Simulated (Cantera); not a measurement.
Input: 1 mol TiO₂, 410 mol H₂, held at 1.70 bar.

Cantera equilibrium calculation (NASA polynomials, part measured and part estimated; ideal gas, pure solids and liquids). Candidate condensed phases: H₂O, Ti, TiO, TiO₂, Ti₂O₃, Ti₃O₅, Ti₄O₇; 12 gas species. Mutual solubility and eutectic melting of coexisting phases are not modelled. Condensed phases not in the tables: Magnéli phases beyond Ti₄O₇. Kinetics and transport are ignored.

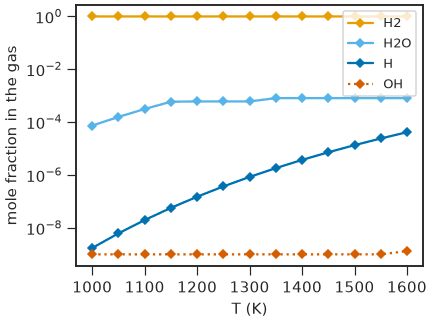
Fig. 1. Equilibrium gas composition (values under 1e-9 drawn at 1e-9)

From 1000 K to 1150 K the condensed part is TiO₂(rutile) + Ti₄O₇(s). From 1200 K to 1300 K the condensed part is Ti₄O₇(s). From 1350 K to 1600 K the condensed part is Ti₃O₅(s).
